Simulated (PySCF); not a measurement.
# RuCl₂⁺: structure of the doublet

Aim: relax RuCl₂⁺ as a doublet from a linear start, check by its vibrations whether the end is a minimum, and collect its spectrum and constants.

Computed with PySCF 2.14.0. Level: PBE0, basis Ru def2-TZVP with ECP28, Cl def2-TZVP, scalar-relativistic core potentials, no spin–orbit coupling, density fitting.

## (1) The starting structure

3 atoms, charge 1, spin multiplicity 2.

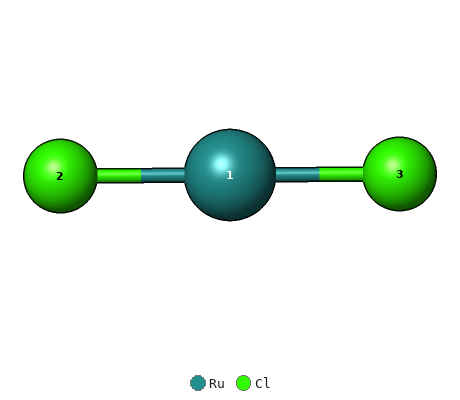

As it starts; ruthenium teal, chlorine green; atoms are numbered from 1 in the order of the file.

Z-matrix (Å, degrees; charge 1 multiplicity 2):
```
Ru
Cl 1 2.1952
Cl 1 2.1952 2 180.00
```

## (2) The SCF at the typed geometry

One driver script runs all steps and calls PySCF; scf.py shows how it sets up the SCF of each step. The optimiser is the driver's own. After this first run the driver tries any further starts and a stability analysis.

The input, scf.py:

```python
from pyscf import gto, scf, dft
mol = gto.M(atom='''
Ru     0.000000     0.000000     0.000000
Cl     0.000000     0.000000     2.195200
Cl     0.000000     0.000000    -2.195200''',
    basis={'Ru': 'def2-TZVP', 'Cl': 'def2-TZVP'},
    ecp={'Ru': 'def2-TZVP'},
    charge=1, spin=1)
mf = dft.UKS(mol, xc='PBE0')
mf.grids.atom_grid = (50, 194)
aux = {'Ru': 'def2-universal-JKFIT', 'Cl': 'def2-universal-JKFIT'}
mf = mf.density_fit(auxbasis=aux)
mf.conv_tol = 1e-08
mf.diis_space = 10
mf.max_cycle = 60
mf.init_guess = 'minao'
mf.verbose = 4
mf.kernel()
```

On the command line:

```
> OMP_NUM_THREADS=4 python axn.py task.json out
```

What it wrote:

```text
init E= -1007.23715872785
[... the frontier-level lines of each cycle are left out ...]
cycle= 1 E= -1013.98473109823  delta_E= -6.75  |g|= 1.27  |ddm|= 3.01
cycle= 2 E= -1006.7042874077  delta_E= 7.28  |g|=    3  |ddm|=  4.9
cycle= 3 E= -1014.42669444807  delta_E= -7.72  |g|= 0.677  |ddm|= 4.84
cycle= 4 E= -1014.62956976412  delta_E= -0.203  |g|= 0.226  |ddm|= 0.501
cycle= 5 E= -1014.65531459832  delta_E= -0.0257  |g|= 0.0862  |ddm|= 0.133
cycle= 6 E= -1014.65792503952  delta_E= -0.00261  |g|= 0.0346  |ddm|= 0.0397
cycle= 7 E= -1014.65856103485  delta_E= -0.000636  |g|= 0.0113  |ddm|= 0.0243
cycle= 8 E= -1014.65878679817  delta_E= -0.000226  |g|= 0.00496  |ddm|= 0.0255
cycle= 9 E= -1014.65876655351  delta_E= 2.02e-05  |g|= 0.00491  |ddm|= 0.00268
cycle= 10 E= -1014.65853271707  delta_E= 0.000234  |g|= 0.00209  |ddm|= 0.0536
cycle= 11 E= -1014.65853897878  delta_E= -6.26e-06  |g|= 0.00117  |ddm|= 0.0155
cycle= 12 E= -1014.65855609957  delta_E= -1.71e-05  |g|= 0.00043  |ddm|= 0.0133
cycle= 13 E= -1014.65855665965  delta_E= -5.6e-07  |g|= 0.000238  |ddm|= 0.00243
cycle= 14 E= -1014.65855671038  delta_E= -5.07e-08  |g|= 0.00013  |ddm|= 0.000646
cycle= 15 E= -1014.65855672052  delta_E= -1.01e-08  |g|= 1.99e-05  |ddm|= 0.000152
cycle= 16 E= -1014.65855672431  delta_E= -3.79e-09  |g|= 2.16e-05  |ddm|= 0.00012
Extra cycle  E= -1014.6585567307  delta_E= -6.39e-09  |g|= 3.2e-05  |ddm|= 0.00015
converged SCF energy = -1014.6585567307  <S^2> = 0.76253038  2S+1 = 2.0124914
```

This step, with its further starts and checks, ran for 22 s (4 threads of Arm Neoverse V2, shared host).

Energies from each starting density:

```
                      start   energy (Eh)
    the minimal-basis guess  -1014.658557
a thermally smeared density  -1014.658558
      a smeared PBE density  -1014.658555
```

The first run landed in a state that is too high. Following the other starts and the instabilities gains 50.5 kJ/mol (-1014.67780 Eh), and the work goes on from there.

## (3) Relaxation: linear start, doublet

The program finds D∞h symmetry in the start, which this walk keeps.

scf.py, as its differences from that of step 2:

```diff
@@ -16 +15,0 @@
-mf.init_guess = 'minao'
```

Energy and gradient, step by step:

```csv
step,energy (Eh),change (kJ/mol),largest symmetric gradient (Eh/bohr)
0,-1014.677795,0.00,0.02310
1,-1014.680487,-7.07,0.00330
2,-1014.680533,-7.19,0.00051
3,-1014.680535,-7.19,0.00001
```

The walk took 7.3 s.

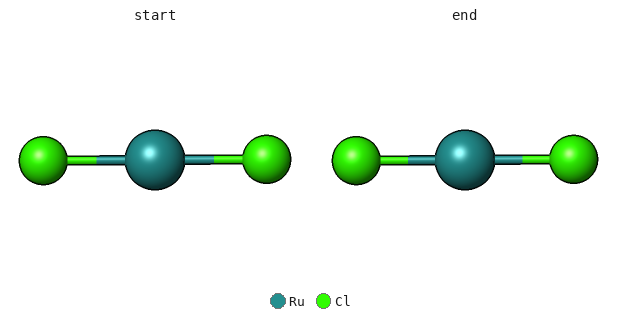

The geometry along the walk, at one scale.

End point (D∞h, 3 steps, 7.2 kJ/mol gained): Ru–Cl 2.135 Å (×2); Cl–Ru–Cl 180.0°.

## (4) Is it a minimum? Harmonic modes

The point is checked on the finer grid, and tightened if its gradient asks for it. The Hessian and the dipole derivatives come from central differences of analytic gradients, with steps of 0.02 bohr.

scf.py, as its differences from that of step 3:

```diff
@@ -4,2 +4,2 @@
-Cl     0.000000     0.000000     2.195200
-Cl     0.000000     0.000000    -2.195200''',
+Cl    -0.000000     0.000000     2.135431
+Cl     0.000000     0.000000    -2.135431''',
@@ -10 +10 @@
-mf.grids.atom_grid = (50, 194)
+mf.grids.atom_grid = (75, 302)
@@ -13 +13 @@
-mf.conv_tol = 1e-08
+mf.conv_tol = 1e-10
```

The driver hands on the density of the step before, so the log starts near convergence.

SCF at the final geometry:

```text
init E= -1014.68055390012
[... the frontier-level lines of each cycle are left out ...]
cycle= 1 E= -1014.68055390012  delta_E=    0  |g|= 1.89e-06  |ddm|= 3.11e-06
Extra cycle  E= -1014.6805539001  delta_E= 1.57e-11  |g|= 6.49e-06  |ddm|= 5.35e-06
converged SCF energy = -1014.6805539001  <S^2> = 1.9678078  2S+1 = 2.9784612
```

The whole step took 30 s.

Geometry: D∞h; Ru–Cl 2.135 Å (×2); Cl–Ru–Cl 180.0°.

Modes, for the most abundant isotopes:

| ω (cm⁻¹) | IR (km/mol) | μ (u) |
| --- | --- | --- |
| 82i | 3.4 | 47.73 |
| 59 | 2.9 | 47.73 |
| 422 | 0.0 | 34.97 |
| 509 | 122 | 47.73 |

μ is the mass of the mode for normalised Cartesian displacements, not the reduced mass of the usual diatomic formula.

1 mode is imaginary, the largest at 82i cm⁻¹: a saddle point, not a minimum.

The SCF density has lower symmetry than the nuclear frame, so the modes carry no labels; pairs that should be degenerate can split.

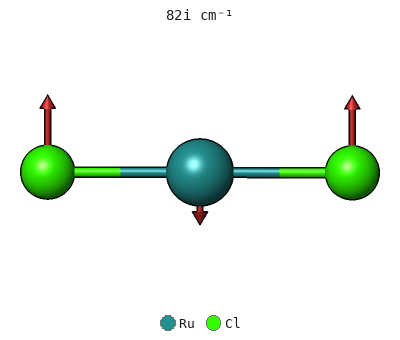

The imaginary mode, as arrows.

Constants and moments:

| Property | Result |
| --- | --- |
| Dipole moment about the centre of mass | 0.00 D |
| Highest occupied level | -14.30 eV |
| Lowest empty level | -11.59 eV |
| Rotational constants | 0.05286 cm⁻¹ |
| Zero-point energy (real modes) | 5.9 kJ/mol |
| Principal polarisabilities | 29.8, 30.8, 110.2 bohr³ |
| Principal traceless quadrupole moments about the centre of mass | -4.36, -4.14, 8.50 D Å |
| Spin squared ⟨S²⟩ | 1.968 |

Populations by atom (charges in e):

```csv
atom,Mulliken,Löwdin,polar tensor,spin (Mulliken),Mayer order to Ru1
Ru1,1.08,0.32,1.60,0.73,–
"Cl2,3",-0.04,0.34,-0.30,0.13,1.39
```

Outer orbital energies (eV). α occupied: -18.29, -17.74, -16.38, -16.21, -15.82, -15.65, -15.28, -14.30; empty: -11.59, -11.28, -5.11, -5.07. β occupied: -19.19, -17.56, -16.94, -16.34, -15.89, -15.52, -15.04, -14.95; empty: -11.21, -10.93, -10.85, -5.06.

Mulliken populations on Ru1 (outside its core potential): s 2.31, p 6.19, d 6.41, f 0.01.

## (5) Downhill along the imaginary mode

The start is the last point, displaced along its most imaginary mode.

The program finds C2v symmetry in the start, which this walk keeps. The walk stops when the largest gradient is under 0.0003 Eh/bohr and the energy has settled too.

scf.py, as its differences from that of step 4:

```diff
@@ -3,3 +3,3 @@
-Ru     0.000000     0.000000     0.000000
-Cl    -0.000000     0.000000     2.135431
-Cl     0.000000     0.000000    -2.135431''',
+Ru    -0.116644     0.125829     0.000000
+Cl     0.169959    -0.183342     2.135431
+Cl     0.169958    -0.183341    -2.135431''',
@@ -10 +10 @@
-mf.grids.atom_grid = (75, 302)
+mf.grids.atom_grid = (50, 194)
@@ -13 +13 @@
-mf.conv_tol = 1e-10
+mf.conv_tol = 1e-08
```

Steps of the walk:

```
step   energy (Eh)  change (kJ/mol)  largest symmetric gradient (Eh/bohr)
   0  -1014.681674             0.00                               0.01969
   1  -1014.684067            -6.28                               0.00462
   2  -1014.685540           -10.15                               0.00675
   3  -1014.692197           -27.63                               0.00476
   4  -1014.693009           -29.76                               0.00977
   5  -1014.693332           -30.61                               0.00745
   6  -1014.693814           -31.88                               0.00042
   7  -1014.693813           -31.87                               0.00031
   8  -1014.693816           -31.88                               0.00008
```

The walk took 23 s.

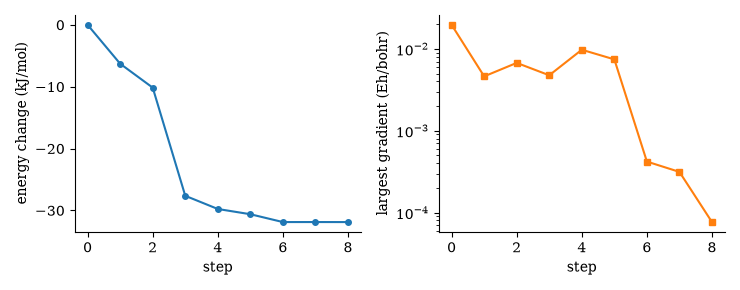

Energy and largest gradient along the walk.

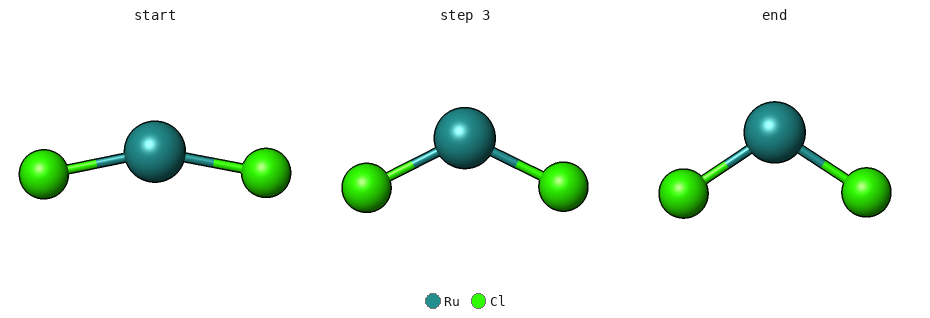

The geometry along the walk, at one scale.

After 8 steps and 31.9 kJ/mol it ends at C2v: Ru–Cl 2.107 Å (×2); Cl–Ru–Cl 112.9°.

## (6) Hessian and properties

As before: finer grid, then central differences.

scf.py, as its differences from that of step 5:

```diff
@@ -3,3 +3,3 @@
-Ru    -0.116644     0.125829     0.000000
-Cl     0.169959    -0.183342     2.135431
-Cl     0.169958    -0.183341    -2.135431''',
+Ru    -0.314814     0.339603     0.000000
+Cl     0.465659    -0.502326     1.767243
+Cl     0.465659    -0.502326    -1.767243''',
@@ -10 +10 @@
-mf.grids.atom_grid = (50, 194)
+mf.grids.atom_grid = (75, 302)
@@ -13 +13 @@
-mf.conv_tol = 1e-08
+mf.conv_tol = 1e-10
```

Log of the central SCF (cycles and frontier levels):

```text
init E= -1014.69378200271
[... the frontier-level lines of each cycle are left out ...]
cycle= 1 E= -1014.69378200272  delta_E= -1.23e-11  |g|= 4.1e-06  |ddm|= 7.65e-06
Extra cycle  E= -1014.69378200267  delta_E= 5.3e-11  |g|= 1.3e-05  |ddm|= 1.17e-05
converged SCF energy = -1014.69378200267  <S^2> = 1.7465347  2S+1 = 2.8259758
```

The whole step ran for 37 s (4 threads of Arm Neoverse V2, shared host).

Geometry: C2v; Ru–Cl 2.107 Å (×2); Cl–Ru–Cl 114.0°.

Modes, for the most abundant isotopes:

| symmetry | ω (cm⁻¹) | IR (km/mol) | μ (u) | type |
| --- | --- | --- | --- | --- |
| a1 | 101 | 2.5 | 41.53 | bend |
| a1 | 471 | 10.2 | 39.26 | stretch |
| b2 | 482 | 77.9 | 44.48 | stretch |

μ is the mass of the mode for normalised Cartesian displacements, not the reduced mass of the usual diatomic formula.

Every mode is real; the point is a minimum.

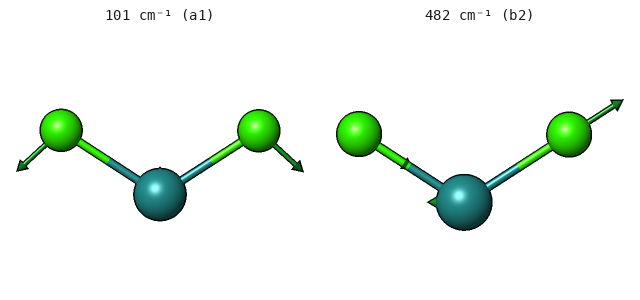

Displacements of 2 of the modes, as arrows (one member where a mode is degenerate).

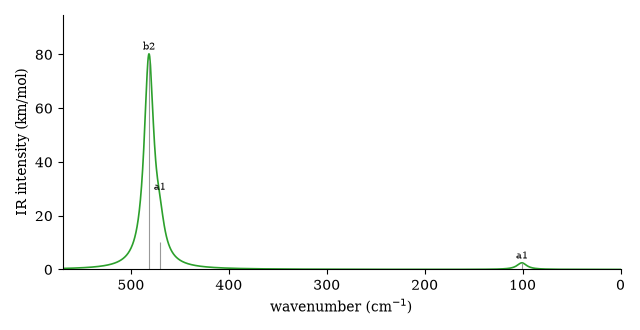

The harmonic infrared spectrum (widths in cm⁻¹). Lines are broadened to a width of 12 cm⁻¹ (Lorentzian).

Properties at this point:

* Dipole moment about the centre of mass: 1.89 D
* Highest occupied level: -14.00 eV
* Lowest empty level: -11.11 eV
* Rotational constants: 0.3084, 0.07718, 0.06173 cm⁻¹
* Zero-point energy: 6.3 kJ/mol
* Principal polarisabilities: 34.7, 43.0, 88.3 bohr³
* Principal traceless quadrupole moments about the centre of mass: -5.97, 0.54, 5.42 D Å
* Entropy at 298.15 K and 1 bar (electronic part: spin only): 304.3 J/(mol K)
* Heat capacity Cp at 298.15 K: 52.3 J/(mol K)
* Enthalpy at 298.15 K above 0 K: 13.11 kJ/mol
* Rotational symmetry number: 2
* Spin squared ⟨S²⟩: 1.747

Populations by atom (charges in e):

```json
{"atom": "Ru1", "Mulliken": "1.08", "Löwdin": "0.27", "polar tensor": "1.50", "spin (Mulliken)": "1.07", "Mayer order to Ru1": "–"}
{"atom": "Cl2,3", "Mulliken": "-0.04", "Löwdin": "0.37", "polar tensor": "-0.25", "spin (Mulliken)": "-0.04", "Mayer order to Ru1": "1.42"}
```

Mulliken populations on Ru1 (outside its core potential): s 2.31, p 6.17, d 6.43, f 0.01.

## (7) The points found, side by side

| spin | group | bonds | imaginary modes (cm⁻¹) | ΔE (kJ/mol) | with zero-point energy |
| --- | --- | --- | --- | --- | --- |
| broken-symmetry (Ms = 1/2) | C2v | Ru–Cl 2.107 Å (×2) | none | 0.0 | 0.0 |
| broken-symmetry (Ms = 1/2) | D∞h (density of lower symmetry) | Ru–Cl 2.135 Å (×2) | 82i | 34.7 | – |

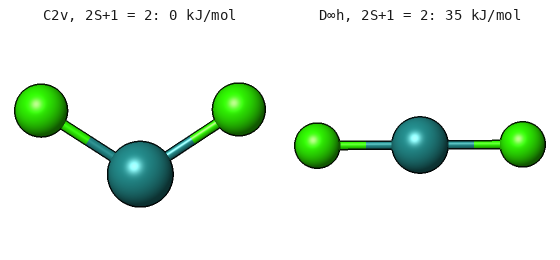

The points, lowest first (ruthenium teal, chlorine green).

## (8) Summary of results

```
                                          quantity                                value
                                           minimum      broken-symmetry (Ms = 1/2), C2v
                                          geometry  Ru–Cl 2.107 Å (×2); Cl–Ru–Cl 114.0°
                                wavenumbers (cm⁻¹)         101 (a1), 471 (a1), 482 (b2)
                    dipole moment (centre of mass)                               1.89 D
highest occupied, lowest empty level (either spin)                    -14.00, -11.11 eV
                        polar-tensor charge of Ru1                              +1.50 e
                                 zero-point energy                           6.3 kJ/mol
                               entropy at 298.15 K                      304.3 J/(mol K)
                                              ⟨S²⟩                                1.747
```

In words: From D∞h at the start the molecule goes to a C2v minimum, after a stop at a saddle point 34.7 kJ/mol higher, from which it was pushed off along an imaginary mode. The determinant is spin-contaminated (⟨S²⟩ = 1.75 against 0.75), so it is no pure spin state. In the infrared the band at 482 cm⁻¹ (b2, stretch) leads. The first SCF alone would have been 51 kJ/mol too high. Other starts or spin states, not run here, may lie lower. One determinant may miss the lowest occupation of an open d or f shell.

The search up to here took 2 min.
